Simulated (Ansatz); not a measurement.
# Al(111) with 4 thermally displaced layers, 2x2: scattering by thermal displacements, part 2 of 2

How much do lattice vibrations at 500 K scatter the electrons of Al? Layers with random displacements are laid between perfect leads, and the resistance is followed against their length.

Ansatz 0.2.0; Ansatz plane-wave DFT, PBE, PAW files; ballistic transport by layer matching (Landauer), zero bias; PAW set soft_1.

So far, open channels per spin nearest the Fermi level: step 2 (with 4 displaced layers) 5.41.

## (3) With 8 displaced layers

System of this step: Al(111) with 8 thermally displaced layers, 2x2. The cell holds 56 atoms: 56 Al. Its edges and angles: a = 5.725 Å, b = 5.725 Å, c = 32.761 Å, α = 87.5°, β = 92.5°, γ = 120.0°. It derives from Al. Regions: lead, 24 atoms (24 Al); scattering region, 32 atoms (32 Al). The structure is stacked along c, and the current runs across the ab planes.

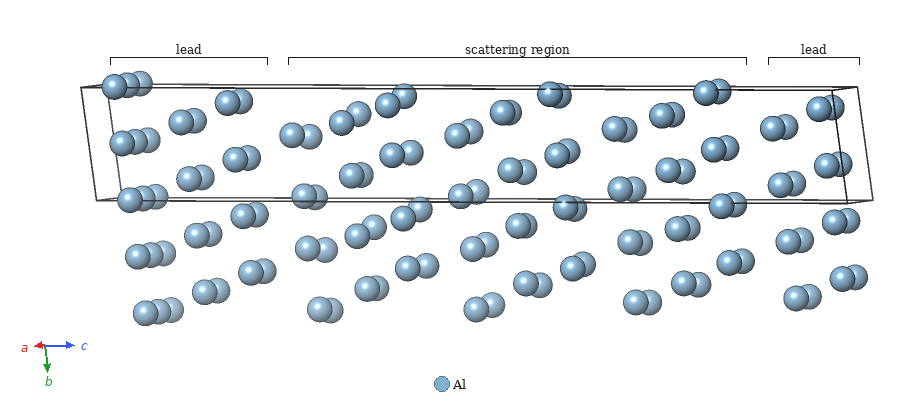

The cell of this step (aluminium light blue). 1×2×1 cells are drawn. Some periodic images of atoms are drawn too.

Input file input.yaml:

```yaml
crystal:
  lattice:
    - [5.7246940741, 0.0, 0.0]
    - [-2.862347037, 4.957730497, 0.0]
    - [-1.4311735185, 0.8262884162, 32.7193519684]
  atoms:
    - { symbol: Al, position: [0.005952381, 0.994047619, 0.0357142857] }
    - { symbol: Al, position: [0.005952381, 0.494047619, 0.0357142857] }
    - { symbol: Al, position: [0.505952381, 0.994047619, 0.0357142857] }
    - { symbol: Al, position: [0.505952381, 0.494047619, 0.0357142857] }
    - { symbol: Al, position: [0.1845238095, 0.3154761905, 0.1071428571] }
    - { symbol: Al, position: [0.1845238095, 0.8154761905, 0.1071428571] }
    - { symbol: Al, position: [0.6845238095, 0.3154761905, 0.1071428571] }
    - { symbol: Al, position: [0.6845238095, 0.8154761905, 0.1071428571] }
    - { symbol: Al, position: [0.3630952381, 0.1369047619, 0.1785714286] }
    - { symbol: Al, position: [0.3630952381, 0.6369047619, 0.1785714286] }
    - { symbol: Al, position: [0.8630952381, 0.1369047619, 0.1785714286] }
    - { symbol: Al, position: [0.8630952381, 0.6369047619, 0.1785714286] }
    - { symbol: Al, position: [0.0967129453, 0.9906189069, 0.2513385918] }
    - { symbol: Al, position: [0.0161541137, 0.4578134178, 0.2524588701] }
    - { symbol: Al, position: [0.5192377733, 0.9678321954, 0.2516100828] }
    - { symbol: Al, position: [0.5415188735, 0.4294756361, 0.2475215495] }
    - { symbol: Al, position: [0.1975224001, 0.2497591984, 0.3279434883] }
    - { symbol: Al, position: [0.2135263525, 0.7880552774, 0.3204600709] }
    - { symbol: Al, position: [0.7708512858, 0.3120051554, 0.3238008354] }
    - { symbol: Al, position: [0.674135898, 0.780621235, 0.323989363] }
    - { symbol: Al, position: [0.413802266, 0.084778729, 0.3996816063] }
    - { symbol: Al, position: [0.3629495478, 0.5842541368, 0.3963594341] }
    - { symbol: Al, position: [0.9247263999, 0.1505708807, 0.3935632539] }
    - { symbol: Al, position: [0.8799065545, 0.5925384652, 0.3887701833] }
    - { symbol: Al, position: [0.0581832884, 0.9378396884, 0.4664625091] }
    - { symbol: Al, position: [0.0968221836, 0.4029111462, 0.4706123774] }
    - { symbol: Al, position: [0.5904177452, 0.9618077621, 0.4626646864] }
    - { symbol: Al, position: [0.5653671301, 0.4281497145, 0.4681490897] }
    - { symbol: Al, position: [0.2513249712, 0.2304109261, 0.530690659] }
    - { symbol: Al, position: [0.2327799351, 0.755855835, 0.539421321] }
    - { symbol: Al, position: [0.7397013525, 0.2169448796, 0.5389843225] }
    - { symbol: Al, position: [0.7201164455, 0.7260332742, 0.538040349] }
    - { symbol: Al, position: [0.3907658117, 0.075390139, 0.6049642831] }
    - { symbol: Al, position: [0.4360537568, 0.5634787165, 0.6078998899] }
    - { symbol: Al, position: [0.9408982416, 0.0458426262, 0.6124652388] }
    - { symbol: Al, position: [0.9612232941, 0.5856056383, 0.6115059318] }
    - { symbol: Al, position: [0.1404354642, 0.907722752, 0.6788545694] }
    - { symbol: Al, position: [0.0804018035, 0.3840468961, 0.6756891608] }
    - { symbol: Al, position: [0.5854771061, 0.893648502, 0.6764418892] }
    - { symbol: Al, position: [0.5783258459, 0.3609547624, 0.6795768024] }
    - { symbol: Al, position: [0.3156815448, 0.2410324716, 0.7499478817] }
    - { symbol: Al, position: [0.3320196784, 0.7422785776, 0.7543080211] }
    - { symbol: Al, position: [0.7564291884, 0.238493736, 0.7512720691] }
    - { symbol: Al, position: [0.8055658466, 0.7172709392, 0.7514336421] }
    - { symbol: Al, position: [0.4702380952, 0.0297619048, 0.8214285714] }
    - { symbol: Al, position: [0.4702380952, 0.5297619048, 0.8214285714] }
    - { symbol: Al, position: [0.9702380952, 0.0297619048, 0.8214285714] }
    - { symbol: Al, position: [0.9702380952, 0.5297619048, 0.8214285714] }
    - { symbol: Al, position: [0.1488095238, 0.8511904762, 0.8928571429] }
    - { symbol: Al, position: [0.1488095238, 0.3511904762, 0.8928571429] }
    - { symbol: Al, position: [0.6488095238, 0.8511904762, 0.8928571429] }
    - { symbol: Al, position: [0.6488095238, 0.3511904762, 0.8928571429] }
    - { symbol: Al, position: [0.3273809524, 0.1726190476, 0.9642857143] }
    - { symbol: Al, position: [0.3273809524, 0.6726190476, 0.9642857143] }
    - { symbol: Al, position: [0.8273809524, 0.1726190476, 0.9642857143] }
    - { symbol: Al, position: [0.8273809524, 0.6726190476, 0.9642857143] }
kpoints:
  mp_grid: { grid: [5, 5, 1] }
hamiltonian:
  xc: pbe
  pseudopotentials: { kind: paw, azcp: { folder: soft_1 } }
scf:
  occupations: { method: fermi_dirac, width: 0.1 }
output:
  transmission:
    leads: [[0, 4]]
    kmesh: [10, 10]
    e_range: [-0.05, 0.05]
    de: 0.05
  write_potential: true
  write_density: true
  volumetric_format: npy
```

Started as:

```console
$ ansatz run input.yaml --threads 8 --pin off --max-ram 15360MiB --backend cpu --events-out ev --progress --plain --runs-dir out
```

Numbers of over 12 decimals in the logs are rounded to 6 here.

The program printed:

```text
[...]
Crystal: 56 atoms, lattice volume = 928.624 Å³
Basis set: ecut = 420 eV, 18271 PW (Γ)
Bands: 140, of which v1, the nominal top of the filled ones, is band 84 counted from 1 (83 counted from 0)
Symmetry: 1 space group operations
[...]
k-points: 13 of 25 (time reversal used)
[...]
SCF iter   1: F=—  HF=-30099.446100 eV  |F-HF|=—  |Δ(HF+E_count)|=         —  Δρ=2.48e-2  dr2=1.11e1  ethr=3.10e-3  ⟨swp⟩=6.8  Hψ=8787  notcnv=0  defer=63
[...]
SCF iter   7: F=-30096.570642 eV  HF=-30096.570642 eV  |F-HF|=2.81e-8  |Δ(HF+E_count)|=   2.39e-7  Δρ=1.48e-6  dr2=4.35e-8  ethr=5.95e-11  ⟨swp⟩=14.0  Hψ=7610  notcnv=0
SCF 1 converged in 7 iterations: F = -30096.570642 eV  dr2 = 4.35e-8
[...]
transmission: 216 of 2132 steps passed
transmission: 444 of 2132 steps passed
[...]
transmission: 2132 of 2132 steps passed
SCF converged after 7 iterations
Free energy (F): -30096.570642 eV
[...]
Internal energy: -30095.696662 eV  (E = F + TS)
E sigma→0 (E₀):  -30096.133652 eV
Entropy (-TS):   -0.873980 eV (-15.607 meV/atom)
Fermi energy:    7.922982 eV
[...]
--- Band table (eV; the first three rows and the last of 13) ---
  k-point 0: bands = [... 80 lower, 6.5264, 6.5552, 6.6483, 6.9636, 7.0129, 7.0958, 7.1250, 7.2604, ... 52 higher]
  k-point 1: bands = [... 80 lower, 6.9353, 7.0292, 7.0919, 7.2131, 7.2687, 7.5463, 7.6170, 7.6472, ... 52 higher]
  k-point 2: bands = [... 80 lower, 7.9797, 8.0143, 8.0750, 8.1133, 8.1315, 8.1473, 8.1876, 8.2603, ... 52 higher]
  k-point 12: bands = [... 80 lower, 7.7301, 7.8432, 7.8832, 7.9577, 7.9818, 8.0103, 8.0528, 8.1078, ... 52 higher]
--- Transmission ---
  basis      : 253 plane waves across, 41 finite elements along
  points     : 52, standing for a mesh of 10 x 10
[...]
channels       : 5.490000e0 a spin
[...]
junction   : crystal 0 to crystal 0, 0.70 to 31.08 Å
    transmission   : 4.507399e0 a spin
[...]
```

Wall time 8.9 min (8 threads of Arm Neoverse N1, shared host); peak memory 4.9 GiB; 56 min of CPU time.

This step gave:

| Property | Result |
| --- | --- |
| free energy | -30096.5706 eV |
| energy at zero smearing | -30096.1337 eV |
| Fermi energy | 7.923 eV |
| transmission per spin nearest the Fermi level | 4.507 |
| open channels per spin nearest the Fermi level | 5.49 |
| step of the lead's potential | 7.8 meV |

Per spin. The transmission, zone mean by energy, zero at the Fermi level:

| energy (eV) | transmission, zone mean |
| --- | --- |
| -0.0500 | 4.24 |
| 0.0000 | 4.51 |
| 0.0500 | 4.59 |

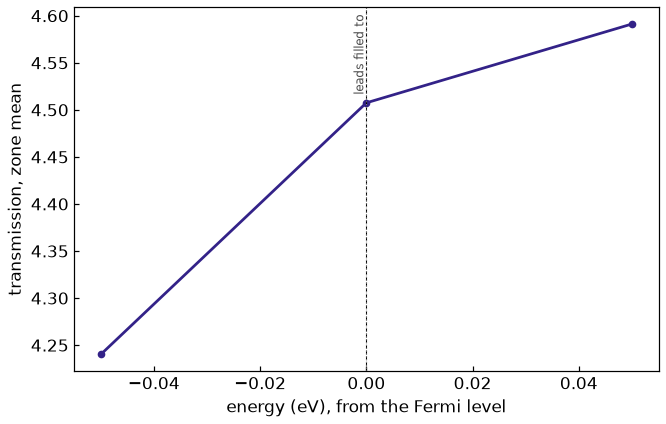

Transmission, zone mean, plotted against energy.

Over the solved energies the transmission per spin lies between 4.24 and 4.59, out of 5.41 channels of the lead on average (up to 5.59).

## (4) With 12 displaced layers

System of this step: Al(111) with 12 thermally displaced layers, 2x2. The cell holds 72 atoms: 72 Al. Cell: a = 5.725 Å, b = 5.725 Å, c = 42.068 Å, α = 90.0°, β = 90.0°, γ = 120.0°. It derives from Al. Regions: lead, 24 atoms (24 Al); scattering region, 48 atoms (48 Al). The structure is stacked along c, and the current runs across the ab planes.

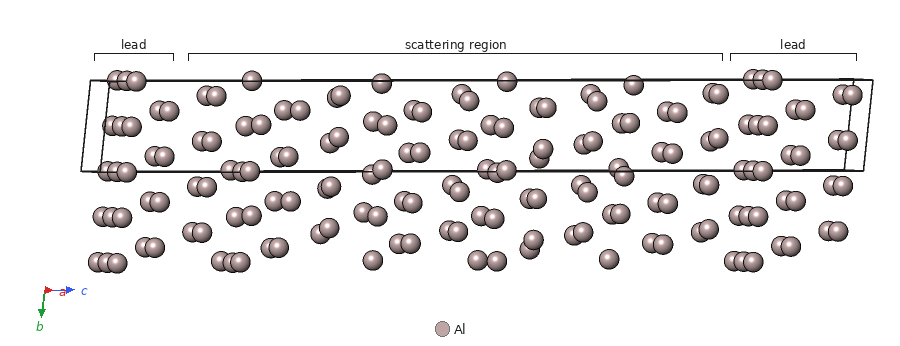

The cell of this step (aluminium light grey). 1×2×1 cells are drawn. Some periodic images of atoms are drawn too.

Input file input.yaml:

```yaml
crystal:
  lattice:
    - [5.7246940741, 0.0, 0.0]
    - [-2.862347037, 4.957730497, 0.0]
    - [0.0, 0.0, 42.0677382451]
  atoms:
    - { symbol: Al, position: [0.0, 0.0, 0.0277777778] }
    - { symbol: Al, position: [0.0, 0.5, 0.0277777778] }
    - { symbol: Al, position: [0.5, 0.0, 0.0277777778] }
    - { symbol: Al, position: [0.5, 0.5, 0.0277777778] }
    - { symbol: Al, position: [0.1666666667, 0.3333333333, 0.0833333333] }
    - { symbol: Al, position: [0.1666666667, 0.8333333333, 0.0833333333] }
    - { symbol: Al, position: [0.6666666667, 0.3333333333, 0.0833333333] }
    - { symbol: Al, position: [0.6666666667, 0.8333333333, 0.0833333333] }
    - { symbol: Al, position: [0.3333333333, 0.1666666667, 0.1388888889] }
    - { symbol: Al, position: [0.3333333333, 0.6666666667, 0.1388888889] }
    - { symbol: Al, position: [0.8333333333, 0.1666666667, 0.1388888889] }
    - { symbol: Al, position: [0.8333333333, 0.6666666667, 0.1388888889] }
    - { symbol: Al, position: [0.0024018472, 0.9911278521, 0.1889045666] }
    - { symbol: Al, position: [0.9877344732, 0.4801321721, 0.1975911958] }
    - { symbol: Al, position: [0.4948499091, 0.0020634668, 0.1919693572] }
    - { symbol: Al, position: [0.488926206, 0.4997149088, 0.1901172229] }
    - { symbol: Al, position: [0.1717926158, 0.3307112831, 0.2465457399] }
    - { symbol: Al, position: [0.121667226, 0.8460157118, 0.2491330729] }
    - { symbol: Al, position: [0.6524016009, 0.3274957153, 0.2552917901] }
    - { symbol: Al, position: [0.6666711341, 0.8354745159, 0.2456678328] }
    - { symbol: Al, position: [0.37993897, 0.1893464862, 0.3086637693] }
    - { symbol: Al, position: [0.3456835082, 0.6893258901, 0.3066362045] }
    - { symbol: Al, position: [0.8445792312, 0.1629045369, 0.3012617989] }
    - { symbol: Al, position: [0.8314431386, 0.6188354839, 0.3048565678] }
    - { symbol: Al, position: [0.982732169, 0.9742210467, 0.3628972724] }
    - { symbol: Al, position: [0.9903118261, 0.4892008452, 0.3626255233] }
    - { symbol: Al, position: [0.5069649694, 0.0343348532, 0.3621349763] }
    - { symbol: Al, position: [0.4658150227, 0.4519387941, 0.3573013412] }
    - { symbol: Al, position: [0.1893077522, 0.3320824276, 0.4158418617] }
    - { symbol: Al, position: [0.1859916839, 0.8016269198, 0.4149605179] }
    - { symbol: Al, position: [0.6637966297, 0.347827282, 0.4147336441] }
    - { symbol: Al, position: [0.6336955828, 0.7936548859, 0.4187914204] }
    - { symbol: Al, position: [0.3447030251, 0.1548908844, 0.4726980671] }
    - { symbol: Al, position: [0.2998292773, 0.6550036941, 0.4762364935] }
    - { symbol: Al, position: [0.8647944991, 0.2237776349, 0.4699289583] }
    - { symbol: Al, position: [0.8433394827, 0.6618338656, 0.4738705729] }
    - { symbol: Al, position: [0.9929093606, 0.9861274784, 0.5252502211] }
    - { symbol: Al, position: [0.0646808047, 0.4980880709, 0.5219028059] }
    - { symbol: Al, position: [0.4944953506, 0.0167607848, 0.5263211443] }
    - { symbol: Al, position: [0.5415133915, 0.5247787572, 0.5273339821] }
    - { symbol: Al, position: [0.1441385376, 0.3084951818, 0.5812941783] }
    - { symbol: Al, position: [0.1500160948, 0.8631053751, 0.5879673913] }
    - { symbol: Al, position: [0.6251703598, 0.3041227527, 0.578181273] }
    - { symbol: Al, position: [0.6076392679, 0.7565463242, 0.5800056259] }
    - { symbol: Al, position: [0.356824877, 0.1581218239, 0.6413784789] }
    - { symbol: Al, position: [0.3446270183, 0.7101894346, 0.6394692543] }
    - { symbol: Al, position: [0.8567028346, 0.2297612438, 0.6379436317] }
    - { symbol: Al, position: [0.8096853148, 0.6716577755, 0.638775754] }
    - { symbol: Al, position: [0.0114363948, 0.9772176949, 0.6967887602] }
    - { symbol: Al, position: [0.0100029373, 0.4834951219, 0.6949200098] }
    - { symbol: Al, position: [0.5112090881, 0.0579871397, 0.6923931325] }
    - { symbol: Al, position: [0.4771272448, 0.4736530456, 0.6934361178] }
    - { symbol: Al, position: [0.176030546, 0.3523126763, 0.7482215194] }
    - { symbol: Al, position: [0.1451822396, 0.7983184625, 0.7475895971] }
    - { symbol: Al, position: [0.7385316369, 0.3590723165, 0.7477235415] }
    - { symbol: Al, position: [0.625978132, 0.8092174397, 0.7499368098] }
    - { symbol: Al, position: [0.3248766742, 0.1482664648, 0.8018074839] }
    - { symbol: Al, position: [0.3693658871, 0.6778320931, 0.8044643573] }
    - { symbol: Al, position: [0.8220646292, 0.1535769527, 0.7970022156] }
    - { symbol: Al, position: [0.8225777392, 0.6402033729, 0.8026345178] }
    - { symbol: Al, position: [0.0, 0.0, 0.8611111111] }
    - { symbol: Al, position: [0.0, 0.5, 0.8611111111] }
    - { symbol: Al, position: [0.5, 0.0, 0.8611111111] }
    - { symbol: Al, position: [0.5, 0.5, 0.8611111111] }
    - { symbol: Al, position: [0.1666666667, 0.3333333333, 0.9166666667] }
    - { symbol: Al, position: [0.1666666667, 0.8333333333, 0.9166666667] }
    - { symbol: Al, position: [0.6666666667, 0.3333333333, 0.9166666667] }
    - { symbol: Al, position: [0.6666666667, 0.8333333333, 0.9166666667] }
    - { symbol: Al, position: [0.3333333333, 0.1666666667, 0.9722222222] }
    - { symbol: Al, position: [0.3333333333, 0.6666666667, 0.9722222222] }
    - { symbol: Al, position: [0.8333333333, 0.1666666667, 0.9722222222] }
    - { symbol: Al, position: [0.8333333333, 0.6666666667, 0.9722222222] }
kpoints:
  mp_grid: { grid: [5, 5, 1] }
hamiltonian:
  xc: pbe
  pseudopotentials: { kind: paw, azcp: { folder: soft_1 } }
scf:
  occupations: { method: fermi_dirac, width: 0.1 }
output:
  transmission:
    leads: [[0, 4]]
    kmesh: [10, 10]
    e_range: [-0.05, 0.05]
    de: 0.05
  write_potential: true
  write_density: true
  volumetric_format: npy
```

The program printed:

```text
[...]
Crystal: 72 atoms, lattice volume = 1193.945 Å³
Basis set: ecut = 420 eV, 23469 PW (Γ)
Bands: 180, of which v1, the nominal top of the filled ones, is band 108 counted from 1 (107 counted from 0)
Symmetry: 1 space group operations
[...]
k-points: 13 of 25 (time reversal used)
[...]
SCF iter   1: F=—  HF=-38698.167419 eV  |F-HF|=—  |Δ(HF+E_count)|=         —  Δρ=2.54e-2  dr2=2.20e1  ethr=3.10e-3  ⟨swp⟩=6.5  Hψ=10977  notcnv=0  defer=115
[...]
SCF iter   8: F=-38694.123808 eV  HF=-38694.123808 eV  |F-HF|=3.64e-9  |Δ(HF+E_count)|=   1.85e-8  Δρ=4.36e-7  dr2=5.64e-9  ethr=4.63e-11  ⟨swp⟩=13.2  Hψ=9634  notcnv=0
SCF 1 converged in 8 iterations: F = -38694.123808 eV  dr2 = 5.64e-9
[...]
transmission: 288 of 2704 steps passed
transmission: 546 of 2704 steps passed
[...]
transmission: 2704 of 2704 steps passed
SCF converged after 8 iterations
Free energy (F): -38694.123808 eV
[...]
Internal energy: -38692.952997 eV  (E = F + TS)
E sigma→0 (E₀):  -38693.538402 eV
Entropy (-TS):   -1.170811 eV (-16.261 meV/atom)
Fermi energy:    7.921085 eV
[...]
--- Band table (eV; the first three rows and the last of 13) ---
  k-point 0: bands = [... 104 lower, 6.6439, 6.6971, 6.7527, 6.7638, 6.8212, 6.8390, 6.8606, 6.9041, ... 68 higher]
  k-point 1: bands = [... 104 lower, 6.9735, 7.0221, 7.0991, 7.1335, 7.1408, 7.1716, 7.2403, 7.4109, ... 68 higher]
  k-point 2: bands = [... 104 lower, 7.9428, 7.9782, 8.0049, 8.0479, 8.0685, 8.1135, 8.1222, 8.1981, ... 68 higher]
  k-point 12: bands = [... 104 lower, 7.7263, 7.8301, 7.8575, 7.8822, 7.9343, 7.9800, 8.0115, 8.0394, ... 68 higher]
--- Transmission ---
  basis      : 253 plane waves across, 52 finite elements along
  points     : 52, standing for a mesh of 10 x 10
[...]
channels       : 5.590000e0 a spin
[...]
junction   : crystal 0 to crystal 0, 0.70 to 40.43 Å
    transmission   : 4.115558e0 a spin
[...]
```

Wall time 12 min (8 threads); peak memory 7.8 GiB; 75 min of CPU time.

This step gave:

```yaml
free_energy: -38694.1238 eV
energy_at_zero_smearing: -38693.5384 eV
fermi_energy: 7.921 eV
transmission_per_spin_nearest_the_fermi_level: 4.116
open_channels_per_spin_nearest_the_fermi_level: 5.59
step_of_the_lead_s_potential: 7.7 meV
```

Per spin. Table of transmission, zone mean by energy, zero at the Fermi level:

| energy (eV) | transmission, zone mean |
| --- | --- |
| -0.0500 | 4.00 |
| 0.0000 | 4.12 |
| 0.0500 | 4.00 |

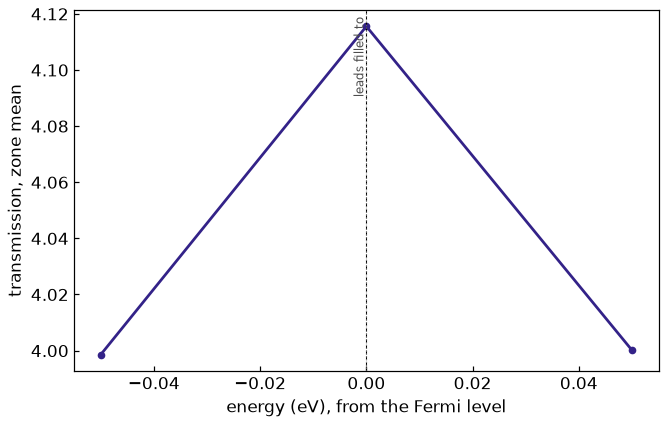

Transmission, zone mean against energy.

Over the solved energies the transmission per spin lies between 4.00 and 4.12, out of 5.48 channels of the lead on average (up to 5.59).

## (5) Resistance against length

This step: Ansatz plane-wave DFT, PBE, PAW files; ballistic transport by layer matching (Landauer), zero bias; resistivity from the slope of the area resistance; PAW set soft_1 (Ansatz 0.2.0).

Numbers from this step:

| Item | Value |
| --- | --- |
| resistivity | 8.603 µΩ cm |
| intercept | -0.006694 fΩ m² |
| scatter about the fit | 0.005222 fΩ m² |

Resistance, by row:

| run | length (Å) | T | channels N | RA (fΩ m²) |
| --- | --- | --- | --- | --- |
| n4 | 9.348 | 4.871 | 5.43 | 0.07742 |
| n8 | 18.7 | 4.446 | 5.41 | 0.1468 |
| n12 | 28.05 | 4.038 | 5.477 | 0.2383 |

The area resistance by length of the displaced region:

| length of the displaced region (Å) | area resistance (fΩ m²) |
| --- | --- |
| 9.35 | 0.0774 |
| 18.70 | 0.147 |
| 28.05 | 0.238 |

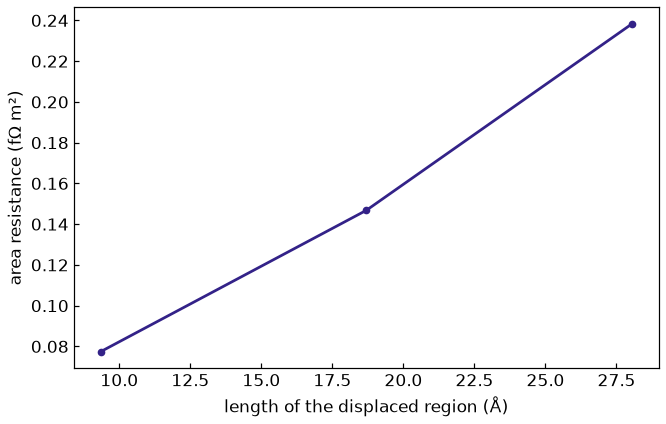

Area resistance against length of the displaced region.

The area resistance goes from 0.077 to 0.24 fΩ m² between 9.3 and 28.0 Å, a slope of 8.6 µΩ cm.

By hand from the end points: (0.2383 − 0.07742) fΩ m² / (28.05 − 9.35) Å = 8.6 µΩ cm, since 1 fΩ m² per Å is 1000 µΩ cm.

## (6) Summary of results

| Item | Value |
| --- | --- |
| resistivity from the slope | 8.60 µΩ cm |
| area resistance over 9.35 Å | 0.0774 fΩ m² |
| area resistance over 18.7 Å | 0.147 fΩ m² |
| area resistance over 28.0 Å | 0.238 fΩ m² |

What this shows: The slope gives 8.6 µΩ cm. The points scatter by 0.0052 fΩ m² about the line, with one random draw a length in a 2x2 cell, so the slope is a rough value. The mean square of the displacements drawn is 0.78, 0.99 and 1.2 of the nominal one at the three lengths; with each resistance scaled back by that, the slope is 5.5 µΩ cm, the value used below. The lead's own channel count moves between the runs (5.43, 5.41 and 5.48), which shifts RA and the slope too. Read with a model of isotropic scattering on a spherical Fermi surface and the lead's 1.5×10¹⁵ S/m², this slope means a mean free path near 103 Å; over these lengths the model's slope is 1.13 times its bulk resistivity, which would be 4.9 µΩ cm. Uncorrelated displacements put too much weight on short waves, which scatter strongly; with the sideways repeat of a small cell, one draw and three short lengths, the method is good to a factor of two or three. The measured value is 4.99 µΩ cm (CRC Handbook of Chemistry and Physics, 84th ed., 2003, Electrical Resistivity of Pure Metals); the scaled slope is 1.1 times that and the corrected value 0.98: fair for so small a cell.

[Logs are printed without paths, hosts, clocks, repeated set-up lines and the standing remarks that a program may print on its own settings, such as how far it seeks lower states.]

[Hosts, paths, dates, database ids (printed as entryN), source tags and the programs' standing remarks are cut or masked in the printed files.]
